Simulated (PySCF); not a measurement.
SMILES SC[SiH2]c1ccccc1 at its GFN2-xTB optimised geometry (Å):

```
19

S      0.8492    -3.3370     0.3469
C     -0.5133    -2.7711    -0.7312
Si    -1.4981    -1.3150     0.0143
C     -0.4827     0.2718     0.0000
C     -1.1371     1.5022     0.0031
C     -0.4296     2.6895     0.0021
C      0.9556     2.6697     0.0005
C      1.6236     1.4572     0.0000
C      0.9104     0.2718     0.0000
H      0.1217    -3.5111     1.4480
H     -1.1474    -3.6328    -0.9319
H     -0.0248    -2.4943    -1.6631
H     -2.7039    -1.1601    -0.8082
H     -1.8685    -1.6881     1.3884
H     -2.2177     1.5235     0.0036
H     -0.9570     3.6328     0.0019
H      1.5112     3.5962    -0.0006
H      2.7039     1.4345    -0.0002
H      1.4468    -0.6657     0.0017
```

Level of theory: PySCF 2.14.0 with CAM-B3LYP/def2-SVP. Cells within 0.4 Å of a nucleus heavier than hydrogen are left out (blank, or x).

Map of the deformation density (molecule minus spherical neutral atoms) (e/bohr³) on the plane z = 0.0 Å:

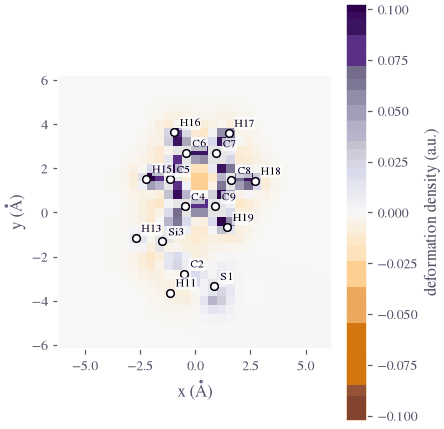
Fig. 1. Deformation density (molecule minus spherical neutral atoms) (e/bohr³) on the plane z = 0.0 Å.
